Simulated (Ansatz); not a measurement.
# C2H4FNO: rotation by 120° about the N1–C2 bond, part 2 of 2

Aim: the minimum-energy path and barrier of the rotation by 120° about the N1–C2 bond. The ends are relaxed first, then joined by a nudged elastic band. SMILES of the start: NC1(F)CO1.

Ansatz 0.2.0; RKS PBE0-D4/6-31G*.

## 5. Images and barrier

The 5 inner images lie between the fixed ends 0 and 6. Energy is taken from image 0, and the path length is the program's own coordinate along the band.

| image | path (Å) | energy (eV) | dihedral H7–N1–C2–F3 (°) | band force (eV/Å) |
| --- | --- | --- | --- | --- |
| 0 | 0.000 | 0.0000 | 175 | - |
| 1 | 0.366 | 0.0164 | -167 | 0.001 |
| 2 | 0.732 | 0.0537 | -149 | 0.005 |
| 3* | 1.099 | 0.0745 | -131 | 0.004 |
| 4 | 1.603 | 0.0316 | -104 | 0.012 |
| 5 | 2.108 | -0.0448 | -77 | 0.003 |
| 6 | 2.613 | -0.0768 | -52 | - |

The star marks the climbing image.

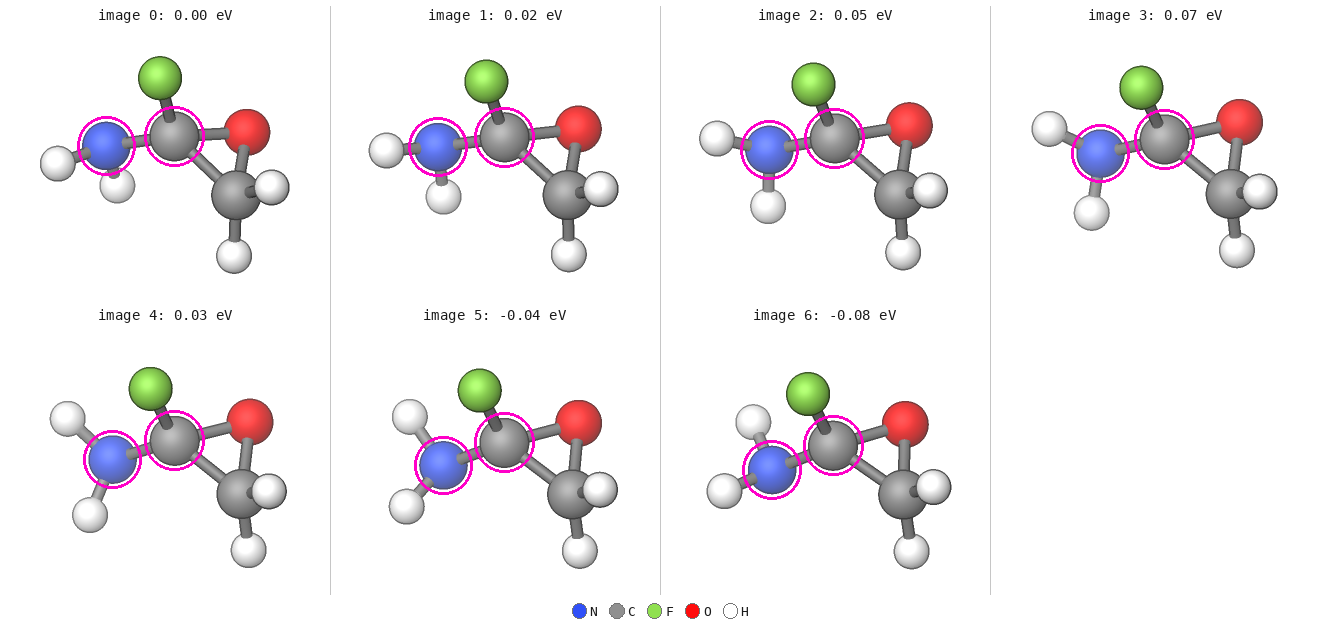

Snapshots along the band, viewed from a chosen angle. Ringed: N1, C2. Sticks join atoms closer than a bonding distance in each image.

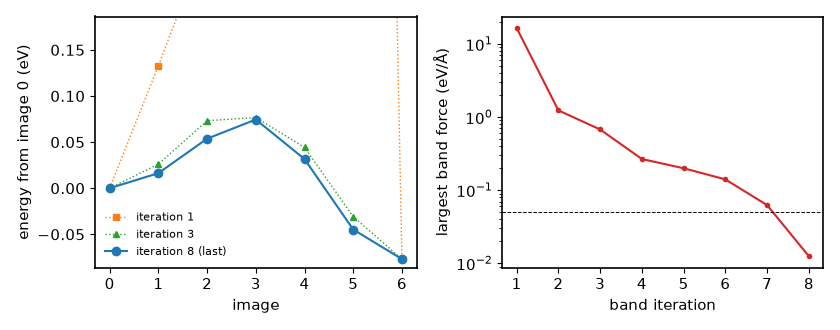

Left: energy of each image for early iterations and the last one (lines only join the points; early values far above the last band run off the scale). Right: the largest band force by iteration, with the threshold dashed.

How the highest energy settled:

```csv
iteration,highest image above image 0 (eV),largest band force (eV/Å)
1,2.7248,16.632
2,0.1586,1.237
3,0.0767,0.678
4,0.0674,0.267
5,0.0751,0.200
6,0.0745,0.141
7,0.0745,0.062
8,0.0745,0.012
```

Positions of all images (Å):

```xyz
9
image=0 dE=0.0000
N    -0.273    1.244    0.641
C     0.430    0.232   -0.036
F     1.745    0.303    0.285
C    -0.056   -1.069   -0.505
O     0.144    0.083   -1.370
H    -0.210    1.134    1.647
H    -1.243    1.265    0.353
H    -1.098   -1.356   -0.364
H     0.649   -1.882   -0.668
9
image=1 dE=0.0164
N    -0.314    1.248    0.605
C     0.412    0.227   -0.041
F     1.706    0.294    0.359
C    -0.064   -1.067   -0.535
O     0.214    0.076   -1.389
H    -0.067    1.296    1.586
H    -1.313    1.111    0.511
H    -1.118   -1.334   -0.470
H     0.633   -1.897   -0.643
9
image=2 dE=0.0537
N    -0.368    1.231    0.584
C     0.394    0.221   -0.041
F     1.671    0.284    0.418
C    -0.070   -1.061   -0.568
O     0.282    0.073   -1.403
H     0.031    1.462    1.485
H    -1.336    0.958    0.703
H    -1.132   -1.309   -0.570
H     0.615   -1.905   -0.625
9
image=3 dE=0.0745
N    -0.424    1.195    0.579
C     0.381    0.211   -0.033
F     1.642    0.256    0.474
C    -0.078   -1.048   -0.605
O     0.347    0.079   -1.407
H     0.073    1.624    1.349
H    -1.303    0.821    0.910
H    -1.143   -1.276   -0.663
H     0.593   -1.906   -0.621
9
image=4 dE=0.0316
N    -0.508    1.131    0.571
C     0.357    0.202   -0.031
F     1.621    0.257    0.485
C    -0.080   -1.053   -0.617
O     0.359    0.071   -1.409
H     0.022    1.846    1.057
H    -1.143    0.690    1.223
H    -1.142   -1.288   -0.689
H     0.602   -1.902   -0.606
9
image=5 dE=-0.0448
N    -0.577    1.063    0.589
C     0.333    0.183   -0.014
F     1.599    0.249    0.506
C    -0.077   -1.072   -0.619
O     0.335    0.079   -1.390
H    -0.142    1.969    0.739
H    -0.877    0.706    1.488
H    -1.134   -1.321   -0.691
H     0.628   -1.901   -0.626
9
image=6 dE=-0.0768
N    -0.613    1.004    0.646
C     0.313    0.148    0.029
F     1.576    0.204    0.562
C    -0.069   -1.091   -0.628
O     0.302    0.111   -1.345
H    -0.358    1.972    0.463
H    -0.602    0.863    1.652
H    -1.120   -1.360   -0.703
H     0.659   -1.897   -0.694
```

## 6. Vibrations at the top

The geometry is the highest inner image of the first converged band.

input.yaml reads:

```yaml
crystal:
  periodic: [false, false, false]
  atoms:
    - { symbol: "N", position_ang: [-0.42377, 1.194636, 0.578892] }
    - { symbol: C, position_ang: [0.380719, 0.211039, -0.033472] }
    - { symbol: F, position_ang: [1.642211, 0.255786, 0.473693] }
    - { symbol: C, position_ang: [-0.077873, -1.048377, -0.605] }
    - { symbol: O, position_ang: [0.347026, 0.078835, -1.406686] }
    - { symbol: H, position_ang: [0.073307, 1.623687, 1.348671] }
    - { symbol: H, position_ang: [-1.30346, 0.820501, 0.910351] }
    - { symbol: H, position_ang: [-1.143044, -1.276048, -0.662547] }
    - { symbol: H, position_ang: [0.593284, -1.906259, -0.621103] }
basis:
  gaussian: { orbitals: "6-31G*" }
hamiltonian:
  xc: pbe0
  dispersion: d4
phonons: {}
```

Command:

```sh
ansatz run input.yaml --threads 1 --pin off --max-ram 2048MiB --backend cpu --events-out ev --progress --plain --runs-dir out
```

Output (excerpt; [...] marks lines left out):

```text
Warning: RAYON_NUM_THREADS=1 ignored (pool sized by the plan → 1); use --threads N
[...]
Functional definition: PBE0
[...]
898 factors; integrals over basis functions are off by at most 3.8e-4 eV
[...]
mean field -8382.68842885 eV, -308.0581177700 hartree, gradient 2.2e-5 eV, S^2 0.000000; 0 other end points of the search recorded, 0 dependent functions left out
[...]
reference -8382.68844289 eV, -308.0581182859 hartree; 20, 20 occupied and 63, 63 virtual orbitals, 898 factors
[...]
898 factors; integrals over basis functions are off by at most 3.8e-4 eV
[...]
mean field -8382.68821503 eV, -308.0581099121 hartree, gradient 8.6e-7 eV, S^2 0.000000; 0 other end points of the search recorded, 0 dependent functions left out
[...]
reference -8382.68822906 eV, -308.0581104279 hartree; 20, 20 occupied and 63, 63 virtual orbitals, 898 factors
[...]
898 factors; integrals over basis functions are off by at most 3.8e-4 eV
[...]
WARN: phonons: modes at or below zero, which the zero-point energy, F, S and C_V leave out: 1, the lowest at -267.20 cm⁻¹. A minimum has none, and a first-order saddle one
[...]
Atom 0 at    -0.423770     1.194636     0.578892 Å, force     0.001781    -0.000854     0.000735 eV/Å
Atom 1 at     0.380719     0.211039    -0.033472 Å, force    -0.004456     0.000191     0.000287 eV/Å
Atom 2 at     1.642211     0.255786     0.473693 Å, force     0.001746     0.000042    -0.000605 eV/Å
Atom 3 at    -0.077873    -1.048377    -0.605000 Å, force     0.000768     0.000788    -0.000202 eV/Å
Atom 4 at     0.347026     0.078835    -1.406686 Å, force     0.000526     0.000356     0.000328 eV/Å
Atom 5 at     0.073307     1.623687     1.348671 Å, force     0.000332     0.000582    -0.000148 eV/Å
Atom 6 at    -1.303460     0.820501     0.910351 Å, force    -0.001006     0.000019    -0.000471 eV/Å
Atom 7 at    -1.143044    -1.276048    -0.662547 Å, force    -0.000384     0.000094    -0.000331 eV/Å
Atom 8 at     0.593284    -1.906259    -0.621103 Å, force     0.000693    -0.001220     0.000408 eV/Å
Dipole moment:    -0.353333    -0.287548     0.516342 e Å
Vibrations: -267.20 355.41 454.32 487.56 561.40 723.57 784.62 917.46 966.70 1029.57 1122.55 1159.05 1188.18 1357.11 1473.74 1590.17 1686.36 3129.36 3223.20 3586.77 3685.26 cm⁻¹, zero-point energy 1.827673 eV
```

Wall time 1.7 min (1 thread of Arm Neoverse V2, shared host); peak memory 0.16 GiB.

Of 21 modes, 1 is imaginary by more than 30 cm⁻¹ (267i cm⁻¹).

## 7. The band again, with other settings

crystal.atoms is end A as relaxed above, and neb.final_atoms is end B, turned to lie on A. With 5 inner images the band has 7 in all.

input.yaml reads:

```yaml
crystal:
  periodic: [false, false, false]
  atoms:
    - { symbol: "N", position_ang: [-0.27273, 1.244418, 0.64148] }
    - { symbol: C, position_ang: [0.430258, 0.231652, -0.036398] }
    - { symbol: F, position_ang: [1.745151, 0.302521, 0.284551] }
    - { symbol: C, position_ang: [-0.055788, -1.068573, -0.505011] }
    - { symbol: O, position_ang: [0.143852, 0.08324, -1.370049] }
    - { symbol: H, position_ang: [-0.210284, 1.134075, 1.647475] }
    - { symbol: H, position_ang: [-1.243295, 1.264803, 0.353122] }
    - { symbol: H, position_ang: [-1.097564, -1.355907, -0.364017] }
    - { symbol: H, position_ang: [0.648799, -1.882429, -0.668354] }
basis:
  gaussian: { orbitals: "6-31G*" }
hamiltonian:
  xc: pbe0
  dispersion: d4
neb:
  order_check: false
  images: 5
  f_tol: 0.05
  max_iterations: 60
  initial_path: linear
  final_atoms:
    - { symbol: "N", position_ang: [-0.61266038, 1.00442017, 0.64630541] }
    - { symbol: C, position_ang: [0.31292873, 0.14810871, 0.02898565] }
    - { symbol: F, position_ang: [1.57610453, 0.2042316, 0.56232003] }
    - { symbol: C, position_ang: [-0.06880145, -1.09141566, -0.62823357] }
    - { symbol: O, position_ang: [0.3021293, 0.11074539, -1.34483449] }
    - { symbol: H, position_ang: [-0.35838443, 1.97185818, 0.46284895] }
    - { symbol: H, position_ang: [-0.60159691, 0.8629419, 1.65169004] }
    - { symbol: H, position_ang: [-1.12044726, -1.35962562, -0.7026075] }
    - { symbol: H, position_ang: [0.65912686, -1.89746466, -0.69367552] }
```

Command:

```sh
ansatz run input.yaml --threads 1 --pin off --max-ram 2048MiB --backend cpu --events-out ev --progress --plain --runs-dir out
```

Output (excerpt; [...] marks lines left out):

```text
Warning: RAYON_NUM_THREADS=1 ignored (pool sized by the plan → 1); use --threads N
[...]
[... 1 set-up line as earlier in the session ...]
[...]
899 factors; integrals over basis functions are off by at most 3.7e-4 eV
[...]
mean field -8382.76266071 eV, -308.0608457405 hartree, gradient 2.9e-5 eV, S^2 0.000000; 0 other end points of the search recorded, 0 dependent functions left out
[...]
reference -8382.76267461 eV, -308.0608462512 hartree; 20, 20 occupied and 63, 63 virtual orbitals, 899 factors
899 factors; integrals over basis functions are off by at most 3.7e-4 eV
[...]
mean field -8382.83972353 eV, -308.0636777471 hartree, gradient 4.4e-5 eV, S^2 0.000000; 0 other end points of the search recorded, 0 dependent functions left out
[...]
reference -8382.83973745 eV, -308.0636782586 hartree; 20, 20 occupied and 63, 63 virtual orbitals, 899 factors
[...]
899 factors; integrals over basis functions are off by at most 3.8e-4 eV
[...]
mean field -8382.78882024 eV, -308.0618070855 hartree, gradient 4.4e-5 eV, S^2 0.000000; 0 other end points of the search recorded, 0 dependent functions left out
[...]
reference -8382.78883412 eV, -308.0618075955 hartree; 20, 20 occupied and 63, 63 virtual orbitals, 899 factors
NEB iter   1: max|band force component| = 1.120e0 eV/Å  barrier→ = 0.1939 eV  barrier← = 0.2707 eV  Δτ_max = 0.0654 Å  (174 SCF iters)
[...]
NEB iter   2: max|band force component| = 5.413e-1 eV/Å  barrier→ = 0.0870 eV  barrier← = 0.1639 eV  Δτ_max = 0.0469 Å  (135 SCF iters)
[...]
NEB iter   3: max|band force component| = 1.079e-1 eV/Å  barrier→ = 0.0673 eV  barrier← = 0.1441 eV  CI = image 3  Δτ_max = 0.1234 Å  (144 SCF iters)
[...]
899 factors; integrals over basis functions are off by at most 3.8e-4 eV
mean field -8382.74564600 eV, -308.0602204615 hartree, gradient 9.7e-6 eV, S^2 0.000000; 0 other end points of the search recorded, 0 dependent functions left out
[...]
```

## 8. The log goes on: band between the two ends

The log, continued (excerpt; [...] marks lines left out):

```text
reference -8382.74565986 eV, -308.0602209706 hartree; 20, 20 occupied and 63, 63 virtual orbitals, 899 factors
[...]
899 factors; integrals over basis functions are off by at most 3.9e-4 eV
mean field -8382.70621277 eV, -308.0587713169 hartree, gradient 1.1e-5 eV, S^2 0.000000; 0 other end points of the search recorded, 0 dependent functions left out
[...]
reference -8382.70622653 eV, -308.0587718226 hartree; 20, 20 occupied and 63, 63 virtual orbitals, 899 factors
[...]
899 factors; integrals over basis functions are off by at most 3.8e-4 eV
mean field -8382.68806631 eV, -308.0581044467 hartree, gradient 8.4e-6 eV, S^2 0.000000; 0 other end points of the search recorded, 0 dependent functions left out
[...]
reference -8382.68808026 eV, -308.0581049594 hartree; 20, 20 occupied and 63, 63 virtual orbitals, 899 factors
[...]
Total energy: -8382.80144678 eV, -308.0622711024 hartree
Atom 0 at    -0.407813     1.159419     0.656133 Å, force    -0.003418     0.006602    -0.005896 eV/Å
Atom 1 at     0.386956     0.202122    -0.007598 Å, force     0.002044    -0.006279    -0.006565 eV/Å
Atom 2 at     1.635269     0.173784     0.532279 Å, force     0.000132     0.002426     0.002826 eV/Å
Atom 3 at    -0.088432    -0.998256    -0.683068 Å, force    -0.001795    -0.002615     0.002468 eV/Å
Atom 4 at     0.386989     0.172724    -1.387522 Å, force    -0.000045     0.000900     0.002375 eV/Å
Atom 5 at     0.078623     1.519086     1.466994 Å, force     0.002505    -0.003374     0.002077 eV/Å
Atom 6 at    -1.306264     0.787709     0.935557 Å, force    -0.000545    -0.001339     0.003479 eV/Å
Atom 7 at    -1.157224    -1.191563    -0.783979 Å, force     0.000771     0.001697    -0.000595 eV/Å
Atom 8 at     0.560294    -1.871225    -0.745996 Å, force     0.000351     0.001983    -0.000170 eV/Å
Dipole moment:    -0.375077    -0.313226     0.484716 e Å
this run last wrote the band of iteration 6 to <dir>
```

It took 92 s on 1 thread of Arm Neoverse V2, shared host; peak memory 0.16 GiB.

## 9. The band, image by image

Images 0 and 6 are the ends. Energies count from image 0; the path length is the program's own measure over all atoms.

| image | path (Å) | energy (eV) | dihedral H7–N1–C2–F3 (°) | band force (eV/Å) |
| --- | --- | --- | --- | --- |
| 0 | 0.000 | 0.0000 | 175 | - |
| 1 | 0.366 | 0.0164 | -167 | 0.009 |
| 2 | 0.733 | 0.0538 | -149 | 0.028 |
| 3* | 1.099 | 0.0745 | -131 | 0.007 |
| 4 | 1.604 | 0.0316 | -104 | 0.012 |
| 5 | 2.108 | -0.0448 | -77 | 0.007 |
| 6 | 2.612 | -0.0768 | -52 | - |

The star marks the climbing image.

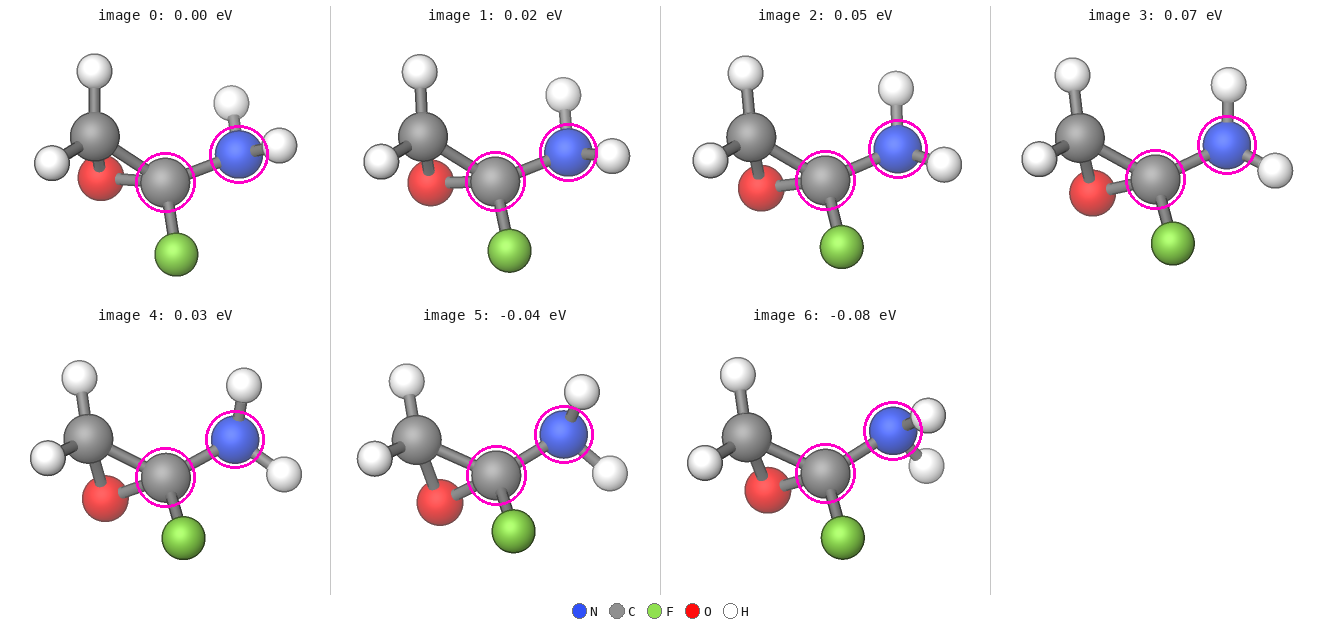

The images of the last band, seen from a chosen angle. Ringed: N1, C2. Sticks join atoms closer than a bonding distance in each image.

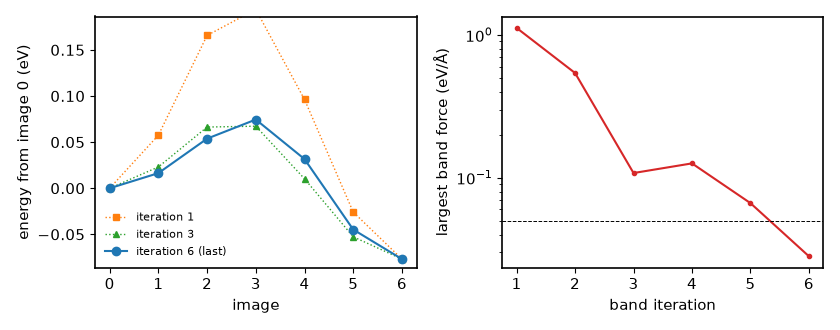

Left: energy of each image for early iterations and the last one (lines only join the points; early values far above the last band run off the scale). Right: the largest band force by iteration, with the threshold dashed.

## 10. Summary of results

The summary covers parts 1 to 2.

| quantity | value |
| --- | --- |
| end A | 7 moves, 0.327 eV lower |
| end B | 9 moves, 0.340 eV lower |
| first band: barrier forwards | 0.074 eV |
| first band: barrier backwards | 0.151 eV |
| first band: second end relative to first | -0.077 eV |
| first band: highest image | 3 of 0 to 6, climbing |
| first band: band iterations | 8 |
| imaginary modes at the top | 267i cm⁻¹ |
| second band | top 0.074 eV above image 0, 6 iterations, 5 inner images |
| time, first and second band | 1.9 min and 92 s |

**Reading.** In the first band: the top lies 0.074 eV above the first end, or 2.9 kT at room temperature. The second end lies 0.077 eV below the first, so the way back costs 0.15 eV. The listed dihedral goes from 175° at end A through -131° at the highest image to -52° at end B. One imaginary mode, as a first-order saddle point has. The second band's top agrees with the first's to 1 meV, so the changed settings hardly move the height. These are electronic energies, with no zero-point or thermal terms.
